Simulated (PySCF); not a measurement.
## Electronic structure of C$_{7}$H$_{14}$Si in real space

```xyz
22

C    -2.0040   -1.7421   -0.0952
C    -2.0266   -0.4319    0.0767
C    -0.8232    0.4356    0.0349
Si   -0.5898    1.1976   -1.6816
C    -0.5256    1.2697    1.2566
C     0.3238    0.0775    0.9432
C     1.7691    0.2279    0.5353
C     2.2467   -0.9778   -0.2672
H    -1.0793   -2.2725   -0.2538
H    -2.9005   -2.3383   -0.0817
H    -2.9688    0.0821    0.2281
H     0.4302    2.2483   -1.6603
H    -1.8659    1.7964   -2.0791
H    -0.2212    0.1492   -2.6347
H    -1.2058    1.2133    2.0954
H    -0.0962    2.2515    1.1160
H     0.1558   -0.7939    1.5702
H     2.3838    0.3305    1.4349
H     1.8954    1.1343   -0.0580
H     3.2845   -0.8543   -0.5672
H     1.6396   -1.0981   -1.1612
H     2.1679   -1.8854    0.3279
```

Geometry: GFN2-xTB.

Theory: PySCF 2.14.0, PBE0/pcSseg-1, SCF density, gas phase, non-relativistic.

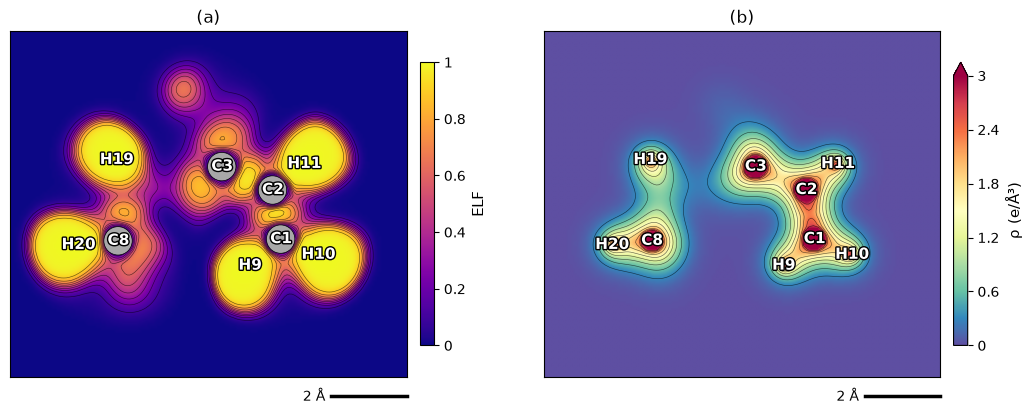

Figure 1. (a) ELF; (b) electron density on the plane of atoms C2, C1 and H9. Grey discs cover the atomic cores in the ELF map.

Describe what can be read from this map.

Answer. Atoms in the plane: C and H. C–C (1.32 Å): ρ at the midpoint is about 2.3 e/Å³; the ELF peaks at about 0.95 between the atoms (a short, multiple covalent bond). C–H (1.08 Å): ρ is about 2 e/Å³ halfway; the ELF climbs to about 1 towards the hydrogen, as it does in any bond to H (an ordinary covalent bond to hydrogen). C–C (1.48 Å): ρ is about 1.7 e/Å³ halfway; the ELF peaks at about 0.95 between the atoms (a covalent bond).

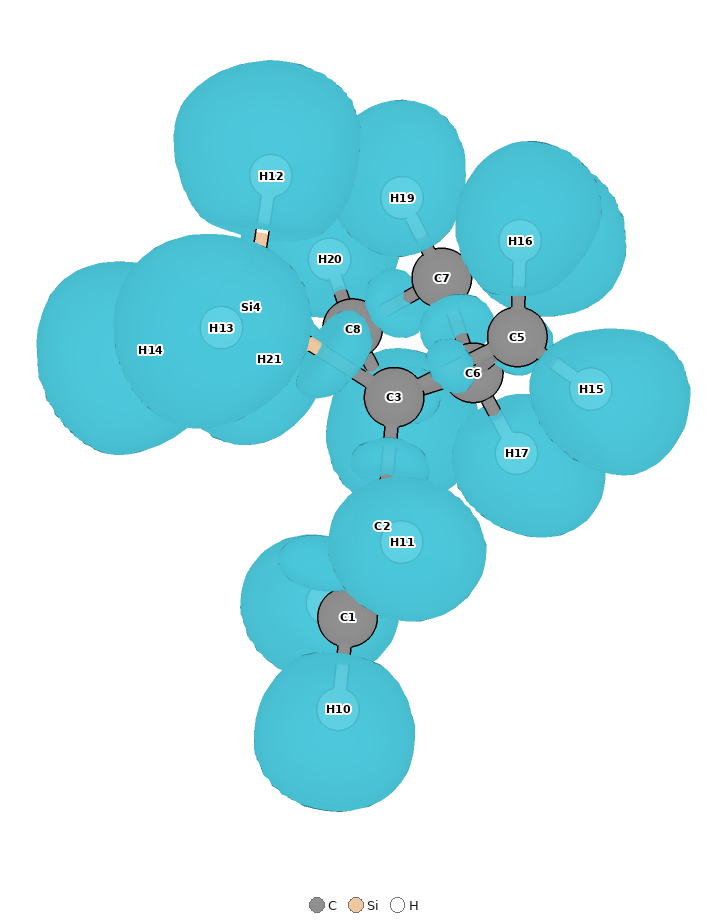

Figure 2. Isosurface of the ELF at 0.85 (cyan), seen at an oblique angle. Core shells and regions of very low density are left out.

What do the ELF domains correspond to?

Answer. The ELF exceeds this value in seven regions between bonded C–C atoms (shared pairs), one region between bonded C–Si atoms (shared pairs) and 14 regions around hydrogen nuclei. Profiles from the grid: C–Si (1.89 Å): the ELF peaks at about 0.95 between the atoms, as expected for a covalent bond.

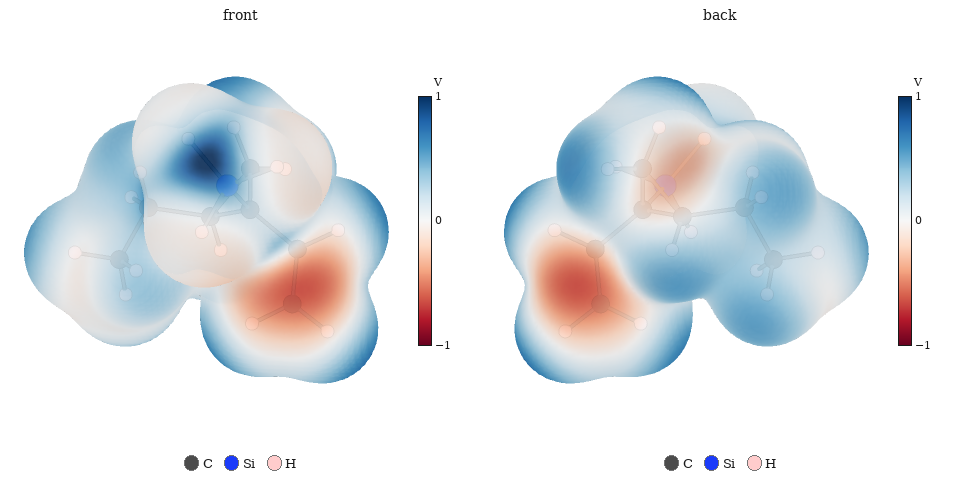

Figure 3. The electrostatic potential painted on the density surface at 0.002 e/bohr³, seen from the front and from behind; the colour scale runs from red (negative) to blue (positive).

Which sites attract a positive test charge, and which a negative one?

Answer. A positive charge is drawn to the negative regions and a negative charge to the positive ones. The most negative region (about −0.6 V) lies over the π face of C1 and C2, the most positive (about +0.9 V) over Si4.
